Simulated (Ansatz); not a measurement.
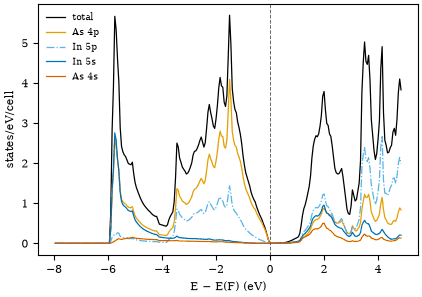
Figure: Total and projected density of states of InAs (wurtzite, P6_3mc), plane-wave PAW PBEsol (Ansatz code)

**Question.** Which orbitals carry the states next to the Fermi level?

**Answer.** Within 0.5 eV of the Fermi level: As 4p 85 %, In 5p 13 %. Projections are on Löwdin-orthogonalised atomic valence shells; empty p or d shells of many metals are not among them.

**Question.** Where is the tallest occupied peak in this window, and what makes it?

**Answer.** Near -1.5 eV, about 5.7 states/eV per cell; the largest projected share is As 4p.

The first step of the workflow began from a Materials Project structure, measured or hypothetical; the Crystallography Open Database copy checked does not list it. It is not the phase usual at ambient conditions (space group No. 216). The cell was relaxed with PBEsol under the symmetry of its start; of distortions, only those at the zone centre were tested. Scalar-relativistic: spin–orbit coupling is off unless named, which matters more the heavier the elements.

Potentials: the later of the program's two PAW sets.
